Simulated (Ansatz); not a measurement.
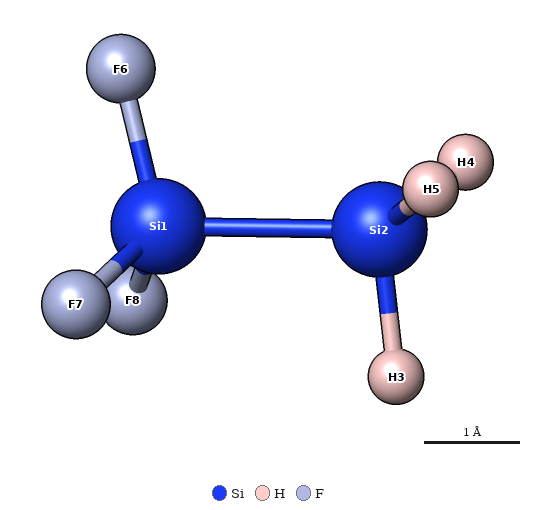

Fig. 1: The input geometry (ball-and-stick view, seen at a tilt; atoms are numbered from 1 in the order of the input). Bond lengths as drawn: F–Si 1.68 to 1.72 Å, H–Si 1.52 to 1.56 Å and Si–Si 2.35 Å.

# Run report: Si2H3F3, molecular dynamics (part 1 of 2)

- system: Si2H3F3
- method: RKS PBE0/6-31G (Ansatz 0.2.0)

It belongs to a series of runs on one base structure; here: dynamics from the last frame of an earlier run. Figures and captions count atoms from 1; the log counts them from 0 in places.

The input:
```yaml
crystal:
  periodic: [false, false, false]
  atoms:
    - { symbol: Si, position_ang: [-0.021019, 0.046342, -0.069336] }
    - { symbol: Si, position_ang: [0.110709, -0.135997, 2.264972] }
    - { symbol: H, position_ang: [-1.377403, -0.543239, 2.500056] }
    - { symbol: H, position_ang: [1.048947, -1.14734, 2.891764] }
    - { symbol: H, position_ang: [0.36055, 1.137628, 3.061509] }
    - { symbol: F, position_ang: [1.580166, 0.377665, -0.560221] }
    - { symbol: F, position_ang: [-1.10718, 1.270679, -0.601362] }
    - { symbol: F, position_ang: [-0.578888, -1.442591, -0.609159] }
basis:
  gaussian: { orbitals: "6-31G" }
hamiltonian:
  xc: pbe0
md:
  timestep: 0.5
  n_steps: 100
  ensemble: nve
  temperature: 2000.0
  initial_velocities: maxwell_boltzmann
  seed: 919959
```

Launched with:
```bash
ansatz run input.yaml --threads 1 --pin off --max-ram 2048MiB --backend cpu --events-out ev --progress --plain --runs-dir out
```

The program's output:
```
Engine: ansatz 0.2.0, aarch64-unknown-linux-gnu
Functional definition: PBE0
  parameter a = 0.25
  parameter kappa = 0.804
  parameter beta = 0.06672455060314922
  exchange = (1 - a)*pbe_x(kappa = kappa, mu = beta*pi^2/3) + a*exact_x
  correlation = pbe_c(beta = beta)
672 factors; integrals over basis functions are off by at most 1.8e-4 eV
mean field evaluation 1: about -23935.4859 eV, gradient 4.7e1 eV
mean field evaluation 2: about -23930.0973 eV, gradient 7.7e1 eV
mean field evaluation 4: about -23939.3730 eV, gradient 1.4e0 eV
mean field evaluation 8: about -23939.3764 eV, gradient 1.5e-2 eV
mean field -23939.37642269 eV, -879.7558568416 hartree, gradient 3.3e-5 eV, S^2 0.000000; 0 other end points of the search recorded, 0 dependent functions left out
the calculation of the forces begins
reference -23939.37645274 eV, -879.7558579460 hartree; 29, 29 occupied and 30, 30 virtual orbitals, 672 factors
md step     0: t =     0.00 fs  T =  2000.0 K  F+E_penalty+E_count = -23939.37642269 eV  E_kin = 1.551120 eV  conserved = -23937.82530270 eV  (23 SCF iters)
these checks for a lower state are left out or cut short: starts, cluster_reference, orbital_swaps, neighbouring_geometries, increment
672 factors; integrals over basis functions are off by at most 1.8e-4 eV
mean field evaluation 16: about -23939.3407 eV, gradient 4.7e-3 eV
mean field -23939.34026534 eV, -879.7545280837 hartree, gradient 2.4e-5 eV, S^2 0.000000; 0 other end points of the search recorded, 0 dependent functions left out
the calculation of the forces begins
reference -23939.34029546 eV, -879.7545291905 hartree; 29, 29 occupied and 30, 30 virtual orbitals, 672 factors
md step     1: t =     0.50 fs  T =  1953.6 K  F+E_penalty+E_count = -23939.34026534 eV  E_kin = 1.515156 eV  conserved = -23937.82510892 eV  (24 SCF iters)
[... from here on the SCF iterations and repeated set-up lines of each step are left out, up to the last step ...]
md step     2: t =     1.00 fs  T =  1890.3 K  F+E_penalty+E_count = -23939.29089981 eV  E_kin = 1.466024 eV  conserved = -23937.82487629 eV  (24 SCF iters)
md step     3: t =     1.50 fs  T =  1814.6 K  F+E_penalty+E_count = -23939.23195712 eV  E_kin = 1.407335 eV  conserved = -23937.82462261 eV  (24 SCF iters)
md step     4: t =     2.00 fs  T =  1731.7 K  F+E_penalty+E_count = -23939.16744028 eV  E_kin = 1.343076 eV  conserved = -23937.82436447 eV  (24 SCF iters)
md step     5: t =     2.50 fs  T =  1647.0 K  F+E_penalty+E_count = -23939.10145805 eV  E_kin = 1.277342 eV  conserved = -23937.82411648 eV  (24 SCF iters)
md step     6: t =     3.00 fs  T =  1565.4 K  F+E_penalty+E_count = -23939.03795994 eV  E_kin = 1.214061 eV  conserved = -23937.82389898 eV  (24 SCF iters)
md step     7: t =     3.50 fs  T =  1491.4 K  F+E_penalty+E_count = -23938.98041980 eV  E_kin = 1.156688 eV  conserved = -23937.82373207 eV  (24 SCF iters)
md step     8: t =     4.00 fs  T =  1428.5 K  F+E_penalty+E_count = -23938.93150293 eV  E_kin = 1.107867 eV  conserved = -23937.82363576 eV  (24 SCF iters)
md step     9: t =     4.50 fs  T =  1378.5 K  F+E_penalty+E_count = -23938.89275788 eV  E_kin = 1.069134 eV  conserved = -23937.82362372 eV  (24 SCF iters)
md step    10: t =     5.00 fs  T =  1341.9 K  F+E_penalty+E_count = -23938.86441042 eV  E_kin = 1.040710 eV  conserved = -23937.82370072 eV  (24 SCF iters)
md step    11: t =     5.50 fs  T =  1317.0 K  F+E_penalty+E_count = -23938.84530767 eV  E_kin = 1.021448 eV  conserved = -23937.82385984 eV  (24 SCF iters)
md step    12: t =     6.00 fs  T =  1300.9 K  F+E_penalty+E_count = -23938.83303588 eV  E_kin = 1.008952 eV  conserved = -23937.82408416 eV  (24 SCF iters)
md step    13: t =     6.50 fs  T =  1289.2 K  F+E_penalty+E_count = -23938.82419719 eV  E_kin = 0.999847 eV  conserved = -23937.82435055 eV  (23 SCF iters)
md step    14: t =     7.00 fs  T =  1276.7 K  F+E_penalty+E_count = -23938.81481608 eV  E_kin = 0.990191 eV  conserved = -23937.82462513 eV  (24 SCF iters)
md step    15: t =     7.50 fs  T =  1258.5 K  F+E_penalty+E_count = -23938.80089165 eV  E_kin = 0.976028 eV  conserved = -23937.82486381 eV  (24 SCF iters)
md step    16: t =     8.00 fs  T =  1230.2 K  F+E_penalty+E_count = -23938.77911465 eV  E_kin = 0.954107 eV  conserved = -23937.82500785 eV  (23 SCF iters)
md step    17: t =     8.50 fs  T =  1189.8 K  F+E_penalty+E_count = -23938.74777505 eV  E_kin = 0.922785 eV  conserved = -23937.82499016 eV  (24 SCF iters)
md step    18: t =     9.00 fs  T =  1138.5 K  F+E_penalty+E_count = -23938.70776253 eV  E_kin = 0.883008 eV  conserved = -23937.82475410 eV  (23 SCF iters)
md step    19: t =     9.50 fs  T =  1081.9 K  F+E_penalty+E_count = -23938.66335904 eV  E_kin = 0.839072 eV  conserved = -23937.82428664 eV  (25 SCF iters)
md step    20: t =    10.00 fs  T =  1029.8 K  F+E_penalty+E_count = -23938.62230253 eV  E_kin = 0.798641 eV  conserved = -23937.82366149 eV  (24 SCF iters)
md step    21: t =    10.50 fs  T =   994.8 K  F+E_penalty+E_count = -23938.59455157 eV  E_kin = 0.771502 eV  conserved = -23937.82304971 eV  (25 SCF iters)
md step    22: t =    11.00 fs  T =   988.9 K  F+E_penalty+E_count = -23938.58963849 eV  E_kin = 0.766967 eV  conserved = -23937.82267111 eV  (25 SCF iters)
md step    23: t =    11.50 fs  T =  1019.5 K  F+E_penalty+E_count = -23938.61337474 eV  E_kin = 0.790684 eV  conserved = -23937.82269091 eV  (24 SCF iters)
md step    24: t =    12.00 fs  T =  1086.1 K  F+E_penalty+E_count = -23938.66542392 eV  E_kin = 0.842300 eV  conserved = -23937.82312366 eV  (24 SCF iters)
md step    25: t =    12.50 fs  T =  1180.1 K  F+E_penalty+E_count = -23938.73909418 eV  E_kin = 0.915271 eV  conserved = -23937.82382336 eV  (24 SCF iters)
md step    26: t =    13.00 fs  T =  1288.0 K  F+E_penalty+E_count = -23938.82349511 eV  E_kin = 0.998930 eV  conserved = -23937.82456522 eV  (24 SCF iters)
md step    27: t =    13.50 fs  T =  1394.8 K  F+E_penalty+E_count = -23938.90688693 eV  E_kin = 1.081729 eV  conserved = -23937.82515801 eV  (25 SCF iters)
md step    28: t =    14.00 fs  T =  1488.1 K  F+E_penalty+E_count = -23938.97961949 eV  E_kin = 1.154115 eV  conserved = -23937.82550410 eV  (24 SCF iters)
md step    29: t =    14.50 fs  T =  1560.3 K  F+E_penalty+E_count = -23939.03570410 eV  E_kin = 1.210102 eV  conserved = -23937.82560244 eV  (24 SCF iters)
md step    30: t =    15.00 fs  T =  1608.5 K  F+E_penalty+E_count = -23939.07296597 eV  E_kin = 1.247459 eV  conserved = -23937.82550654 eV  (24 SCF iters)
md step    31: t =    15.50 fs  T =  1633.7 K  F+E_penalty+E_count = -23939.09232323 eV  E_kin = 1.267039 eV  conserved = -23937.82528469 eV  (23 SCF iters)
md step    32: t =    16.00 fs  T =  1639.8 K  F+E_penalty+E_count = -23939.09677676 eV  E_kin = 1.271779 eV  conserved = -23937.82499788 eV  (23 SCF iters)
md step    33: t =    16.50 fs  T =  1632.1 K  F+E_penalty+E_count = -23939.09047366 eV  E_kin = 1.265783 eV  conserved = -23937.82469027 eV  (24 SCF iters)
md step    34: t =    17.00 fs  T =  1616.4 K  F+E_penalty+E_count = -23939.07798813 eV  E_kin = 1.253592 eV  conserved = -23937.82439602 eV  (23 SCF iters)
md step    35: t =    17.50 fs  T =  1598.4 K  F+E_penalty+E_count = -23939.06378119 eV  E_kin = 1.239644 eV  conserved = -23937.82413720 eV  (24 SCF iters)
md step    36: t =    18.00 fs  T =  1583.2 K  F+E_penalty+E_count = -23939.05179444 eV  E_kin = 1.227859 eV  conserved = -23937.82393557 eV  (24 SCF iters)
md step    37: t =    18.50 fs  T =  1574.7 K  F+E_penalty+E_count = -23939.04510166 eV  E_kin = 1.221294 eV  conserved = -23937.82380740 eV  (24 SCF iters)
md step    38: t =    19.00 fs  T =  1575.5 K  F+E_penalty+E_count = -23939.04563658 eV  E_kin = 1.221873 eV  conserved = -23937.82376400 eV  (24 SCF iters)
md step    39: t =    19.50 fs  T =  1586.2 K  F+E_penalty+E_count = -23939.05401148 eV  E_kin = 1.230203 eV  conserved = -23937.82380874 eV  (23 SCF iters)
md step    40: t =    20.00 fs  T =  1606.0 K  F+E_penalty+E_count = -23939.06946192 eV  E_kin = 1.245525 eV  conserved = -23937.82393686 eV  (24 SCF iters)
md step    41: t =    20.50 fs  T =  1632.1 K  F+E_penalty+E_count = -23939.08992729 eV  E_kin = 1.265791 eV  conserved = -23937.82413583 eV  (24 SCF iters)
md step    42: t =    21.00 fs  T =  1660.6 K  F+E_penalty+E_count = -23939.11225300 eV  E_kin = 1.287865 eV  conserved = -23937.82438803 eV  (23 SCF iters)
md step    43: t =    21.50 fs  T =  1686.3 K  F+E_penalty+E_count = -23939.13247973 eV  E_kin = 1.307807 eV  conserved = -23937.82467271 eV  (23 SCF iters)
md step    44: t =    22.00 fs  T =  1703.6 K  F+E_penalty+E_count = -23939.14619303 eV  E_kin = 1.321228 eV  conserved = -23937.82496490 eV  (24 SCF iters)
md step    45: t =    22.50 fs  T =  1706.8 K  F+E_penalty+E_count = -23939.14894197 eV  E_kin = 1.323710 eV  conserved = -23937.82523206 eV  (24 SCF iters)
md step    46: t =    23.00 fs  T =  1690.8 K  F+E_penalty+E_count = -23939.13677101 eV  E_kin = 1.311341 eV  conserved = -23937.82542969 eV  (24 SCF iters)
md step    47: t =    23.50 fs  T =  1652.2 K  F+E_penalty+E_count = -23939.10692054 eV  E_kin = 1.281419 eV  conserved = -23937.82550177 eV  (24 SCF iters)
md step    48: t =    24.00 fs  T =  1590.2 K  F+E_penalty+E_count = -23939.05869055 eV  E_kin = 1.233302 eV  conserved = -23937.82538816 eV  (24 SCF iters)
md step    49: t =    24.50 fs  T =  1507.6 K  F+E_penalty+E_count = -23938.99431817 eV  E_kin = 1.169269 eV  conserved = -23937.82504916 eV  (25 SCF iters)
md step    50: t =    25.00 fs  T =  1411.9 K  F+E_penalty+E_count = -23938.91949430 eV  E_kin = 1.094993 eV  conserved = -23937.82450110 eV  (24 SCF iters)
md step    51: t =    25.50 fs  T =  1314.1 K  F+E_penalty+E_count = -23938.84300916 eV  E_kin = 1.019164 eV  conserved = -23937.82384487 eV  (24 SCF iters)
md step    52: t =    26.00 fs  T =  1227.4 K  F+E_penalty+E_count = -23938.77514698 eV  E_kin = 0.951889 eV  conserved = -23937.82325785 eV  (24 SCF iters)
md step    53: t =    26.50 fs  T =  1163.1 K  F+E_penalty+E_count = -23938.72499988 eV  E_kin = 0.902073 eV  conserved = -23937.82292702 eV  (24 SCF iters)
md step    54: t =    27.00 fs  T =  1127.8 K  F+E_penalty+E_count = -23938.69767327 eV  E_kin = 0.874715 eV  conserved = -23937.82295815 eV  (23 SCF iters)
md step    55: t =    27.50 fs  T =  1121.0 K  F+E_penalty+E_count = -23938.69272160 eV  E_kin = 0.869405 eV  conserved = -23937.82331651 eV  (23 SCF iters)
md step    56: t =    28.00 fs  T =  1135.7 K  F+E_penalty+E_count = -23938.70464946 eV  E_kin = 0.880802 eV  conserved = -23937.82384738 eV  (24 SCF iters)
md step    57: t =    28.50 fs  T =  1161.5 K  F+E_penalty+E_count = -23938.72517334 eV  E_kin = 0.900808 eV  conserved = -23937.82436517 eV  (24 SCF iters)
md step    58: t =    29.00 fs  T =  1187.9 K  F+E_penalty+E_count = -23938.74602240 eV  E_kin = 0.921290 eV  conserved = -23937.82473227 eV  (24 SCF iters)
md step    59: t =    29.50 fs  T =  1207.1 K  F+E_penalty+E_count = -23938.76107149 eV  E_kin = 0.936176 eV  conserved = -23937.82489576 eV  (24 SCF iters)
md step    60: t =    30.00 fs  T =  1215.1 K  F+E_penalty+E_count = -23938.76724884 eV  E_kin = 0.942376 eV  conserved = -23937.82487285 eV  (24 SCF iters)
md step    61: t =    30.50 fs  T =  1211.6 K  F+E_penalty+E_count = -23938.76438447 eV  E_kin = 0.939669 eV  conserved = -23937.82471559 eV  (24 SCF iters)
md step    62: t =    31.00 fs  T =  1199.1 K  F+E_penalty+E_count = -23938.75448399 eV  E_kin = 0.930002 eV  conserved = -23937.82448151 eV  (24 SCF iters)
md step    63: t =    31.50 fs  T =  1181.9 K  F+E_penalty+E_count = -23938.74086802 eV  E_kin = 0.916649 eV  conserved = -23937.82421890 eV  (25 SCF iters)
md step    64: t =    32.00 fs  T =  1164.9 K  F+E_penalty+E_count = -23938.72742442 eV  E_kin = 0.903462 eV  conserved = -23937.82396250 eV  (24 SCF iters)
md step    65: t =    32.50 fs  T =  1153.1 K  F+E_penalty+E_count = -23938.71804254 eV  E_kin = 0.894305 eV  conserved = -23937.82373729 eV  (25 SCF iters)
md step    66: t =    33.00 fs  T =  1150.9 K  F+E_penalty+E_count = -23938.71619162 eV  E_kin = 0.892630 eV  conserved = -23937.82356204 eV  (24 SCF iters)
md step    67: t =    33.50 fs  T =  1161.9 K  F+E_penalty+E_count = -23938.72459385 eV  E_kin = 0.901142 eV  conserved = -23937.82345180 eV  (25 SCF iters)
md step    68: t =    34.00 fs  T =  1188.2 K  F+E_penalty+E_count = -23938.74496687 eV  E_kin = 0.921548 eV  conserved = -23937.82341879 eV  (24 SCF iters)
md step    69: t =    34.50 fs  T =  1230.6 K  F+E_penalty+E_count = -23938.77783712 eV  E_kin = 0.954370 eV  conserved = -23937.82346727 eV  (24 SCF iters)
md step    70: t =    35.00 fs  T =  1287.9 K  F+E_penalty+E_count = -23938.82245758 eV  E_kin = 0.998862 eV  conserved = -23937.82359557 eV  (24 SCF iters)
md step    71: t =    35.50 fs  T =  1357.8 K  F+E_penalty+E_count = -23938.87683305 eV  E_kin = 1.053038 eV  conserved = -23937.82379546 eV  (24 SCF iters)
md step    72: t =    36.00 fs  T =  1436.1 K  F+E_penalty+E_count = -23938.93785164 eV  E_kin = 1.113797 eV  conserved = -23937.82405450 eV  (23 SCF iters)
md step    73: t =    36.50 fs  T =  1517.8 K  F+E_penalty+E_count = -23939.00149459 eV  E_kin = 1.177138 eV  conserved = -23937.82435678 eV  (23 SCF iters)
md step    74: t =    37.00 fs  T =  1596.8 K  F+E_penalty+E_count = -23939.06310625 eV  E_kin = 1.238423 eV  conserved = -23937.82468375 eV  (23 SCF iters)
md step    75: t =    37.50 fs  T =  1666.8 K  F+E_penalty+E_count = -23939.11772508 eV  E_kin = 1.292716 eV  conserved = -23937.82500863 eV  (23 SCF iters)
md step    76: t =    38.00 fs  T =  1721.6 K  F+E_penalty+E_count = -23939.16053123 eV  E_kin = 1.335240 eV  conserved = -23937.82529094 eV  (23 SCF iters)
md step    77: t =    38.50 fs  T =  1756.2 K  F+E_penalty+E_count = -23939.18748695 eV  E_kin = 1.362010 eV  conserved = -23937.82547715 eV  (23 SCF iters)
md step    78: t =    39.00 fs  T =  1767.4 K  F+E_penalty+E_count = -23939.19618821 eV  E_kin = 1.370689 eV  conserved = -23937.82549940 eV  (23 SCF iters)
md step    79: t =    39.50 fs  T =  1755.6 K  F+E_penalty+E_count = -23939.18684636 eV  E_kin = 1.361543 eV  conserved = -23937.82530345 eV  (23 SCF iters)
md step    80: t =    40.00 fs  T =  1725.4 K  F+E_penalty+E_count = -23939.16304430 eV  E_kin = 1.338164 eV  conserved = -23937.82488058 eV  (23 SCF iters)
md step    81: t =    40.50 fs  T =  1685.8 K  F+E_penalty+E_count = -23939.13174296 eV  E_kin = 1.307434 eV  conserved = -23937.82430937 eV  (23 SCF iters)
md step    82: t =    41.00 fs  T =  1648.1 K  F+E_penalty+E_count = -23939.10199250 eV  E_kin = 1.278232 eV  conserved = -23937.82376056 eV  (24 SCF iters)
md step    83: t =    41.50 fs  T =  1623.2 K  F+E_penalty+E_count = -23939.08231899 eV  E_kin = 1.258876 eV  conserved = -23937.82344319 eV  (23 SCF iters)
md step    84: t =    42.00 fs  T =  1617.1 K  F+E_penalty+E_count = -23939.07762854 eV  E_kin = 1.254129 eV  conserved = -23937.82349979 eV  (23 SCF iters)
md step    85: t =    42.50 fs  T =  1628.8 K  F+E_penalty+E_count = -23939.08712927 eV  E_kin = 1.263207 eV  conserved = -23937.82392272 eV  (23 SCF iters)
md step    86: t =    43.00 fs  T =  1650.3 K  F+E_penalty+E_count = -23939.10445935 eV  E_kin = 1.279904 eV  conserved = -23937.82455577 eV  (23 SCF iters)
md step    87: t =    43.50 fs  T =  1669.5 K  F+E_penalty+E_count = -23939.11998877 eV  E_kin = 1.294808 eV  conserved = -23937.82518118 eV  (23 SCF iters)
md step    88: t =    44.00 fs  T =  1674.2 K  F+E_penalty+E_count = -23939.12405994 eV  E_kin = 1.298436 eV  conserved = -23937.82562356 eV  (23 SCF iters)
md step    89: t =    44.50 fs  T =  1655.4 K  F+E_penalty+E_count = -23939.10966882 eV  E_kin = 1.283866 eV  conserved = -23937.82580261 eV  (23 SCF iters)
md step    90: t =    45.00 fs  T =  1609.2 K  F+E_penalty+E_count = -23939.07376450 eV  E_kin = 1.248036 eV  conserved = -23937.82572885 eV  (23 SCF iters)
md step    91: t =    45.50 fs  T =  1536.6 K  F+E_penalty+E_count = -23939.01722104 eV  E_kin = 1.191754 eV  conserved = -23937.82546727 eV  (23 SCF iters)
md step    92: t =    46.00 fs  T =  1442.7 K  F+E_penalty+E_count = -23938.94399036 eV  E_kin = 1.118916 eV  conserved = -23937.82507464 eV  (23 SCF iters)
md step    93: t =    46.50 fs  T =  1335.1 K  F+E_penalty+E_count = -23938.86006491 eV  E_kin = 1.035440 eV  conserved = -23937.82462478 eV  (23 SCF iters)
md step    94: t =    47.00 fs  T =  1222.7 K  F+E_penalty+E_count = -23938.77242450 eV  E_kin = 0.948255 eV  conserved = -23937.82416955 eV  (23 SCF iters)
md step    95: t =    47.50 fs  T =  1114.6 K  F+E_penalty+E_count = -23938.68820173 eV  E_kin = 0.864450 eV  conserved = -23937.82375137 eV  (23 SCF iters)
md step    96: t =    48.00 fs  T =  1019.4 K  F+E_penalty+E_count = -23938.61399783 eV  E_kin = 0.790594 eV  conserved = -23937.82340371 eV  (23 SCF iters)
md step    97: t =    48.50 fs  T =   944.1 K  F+E_penalty+E_count = -23938.55533464 eV  E_kin = 0.732184 eV  conserved = -23937.82315086 eV  (23 SCF iters)
md step    98: t =    49.00 fs  T =   893.8 K  F+E_penalty+E_count = -23938.51624228 eV  E_kin = 0.693233 eV  conserved = -23937.82300931 eV  (23 SCF iters)
md step    99: t =    49.50 fs  T =   871.6 K  F+E_penalty+E_count = -23938.49899483 eV  E_kin = 0.676010 eV  conserved = -23937.82298457 eV  (23 SCF iters)
these checks for a lower state are left out or cut short: starts, cluster_reference, orbital_swaps, neighbouring_geometries, increment
673 factors; integrals over basis functions are off by at most 1.8e-4 eV
mean field evaluation 576: about -23938.5040 eV, gradient 1.6e-2 eV
mean field -23938.50401974 eV, -879.7237966248 hartree, gradient 2.0e-5 eV, S^2 0.000000; 0 other end points of the search recorded, 0 dependent functions left out
the calculation of the forces begins
reference -23938.50405036 eV, -879.7237977498 hartree; 29, 29 occupied and 30, 30 virtual orbitals, 673 factors
673 factors; integrals over basis functions are off by at most 1.8e-4 eV
mean field -23938.50401974 eV, -879.7237966248 hartree, gradient 2.0e-5 eV, S^2 0.000000; 1 other end points of the search recorded, 0 dependent functions left out
the calculation of the forces begins
reference -23938.50405036 eV, -879.7237977498 hartree; 29, 29 occupied and 30, 30 virtual orbitals, 673 factors
md step   100: t =    50.00 fs  T =   878.0 K  F+E_penalty+E_count = -23938.50401974 eV  E_kin = 0.680948 eV  conserved = -23937.82307160 eV  (24 SCF iters)
```

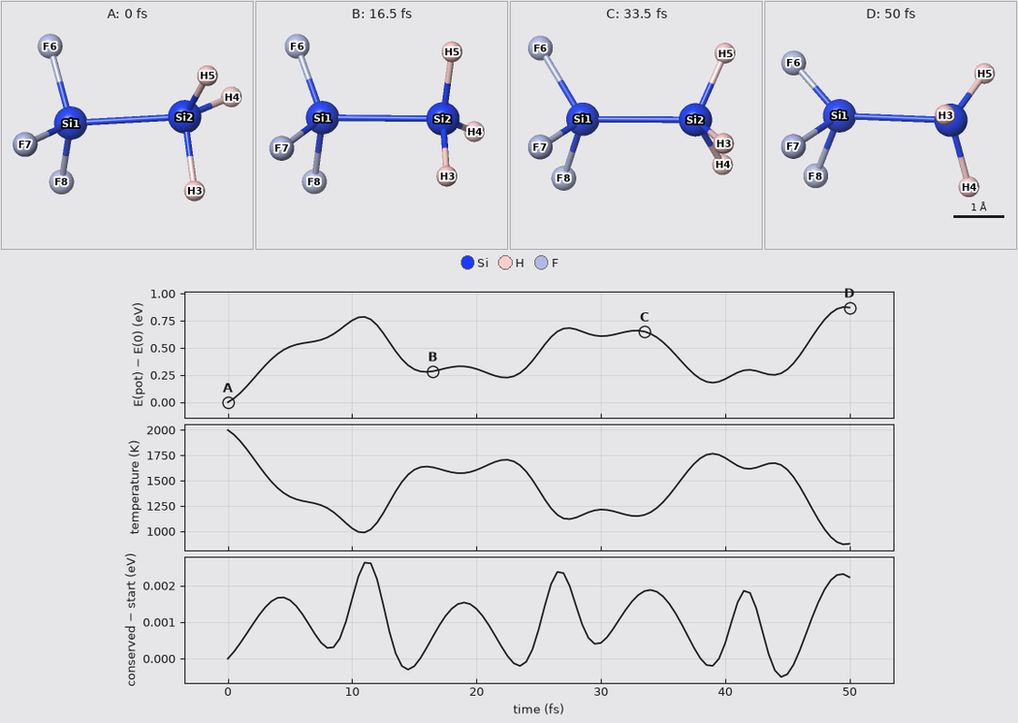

Fig. 2: Frames of the molecular dynamics (ball-and-stick, seen at a tilt) above the curves, on which the letters mark them. The trajectory kept here has 101 frames over 50 fs. The temperature starts at 2000 K, ranges from 872 to 2000 K and averages 1357 K over the second half. The potential energy ends 0.872 eV above its first value. The conserved quantity stays within 0.0031 eV. After an unweighted best fit of the last frame on the first, the root-mean-square displacement is 0.99 Å.
